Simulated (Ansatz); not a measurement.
```yaml
atoms:
  - { symbol: N, position_ang: [-1.0895, 1.9092, 1.7572] }
  - { symbol: C, position_ang: [-0.9755, 0.9705, 0.6425] }
  - { symbol: Si, position_ang: [0.3922, -0.3240, 0.9864] }
  - { symbol: Si, position_ang: [0.6788, -1.7270, -0.8830] }
  - { symbol: N, position_ang: [1.0499, -0.6892, -2.2525] }
  - { symbol: H, position_ang: [-0.2307, 2.4685, 1.8370] }
  - { symbol: H, position_ang: [-1.8495, 2.5827, 1.5914] }
  - { symbol: H, position_ang: [-0.7946, 1.4254, -0.3695] }
  - { symbol: H, position_ang: [-1.9252, 0.3989, 0.5458] }
  - { symbol: H, position_ang: [0.0405, -1.1317, 2.2088] }
  - { symbol: H, position_ang: [1.6808, 0.4118, 1.2679] }
  - { symbol: H, position_ang: [1.8467, -2.6621, -0.7015] }
  - { symbol: H, position_ang: [-0.5486, -2.6141, -1.0187] }
  - { symbol: H, position_ang: [1.3086, -1.1423, -3.1341] }
  - { symbol: H, position_ang: [0.3942, 0.0725, -2.4485] }
```

Computed with Ansatz 0.2.0, RKS PBE-D4/def2-SVP.

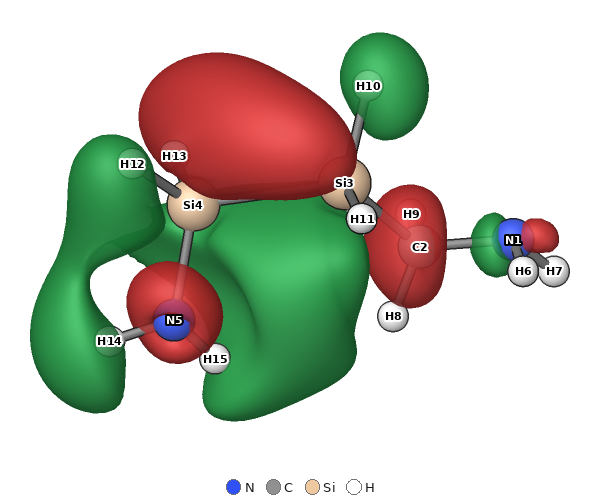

CH$_{10}$N$_{2}$Si$_{2}$. One frontier orbital at ±0.08 Å⁻³ᐟ² (green and red are the two phases), seen at a tilt.

Question: Which orbital is it: HOMO or LUMO?

Answer: The LUMO, at −0.58 eV. Its weight (Hirshfeld) is mainly on Si4 (about 30 %), Si3 (about 20 %), N5 (about 10 %), H15 (about 5 %), H14 (about 5 %) and C2 (about 5 %).
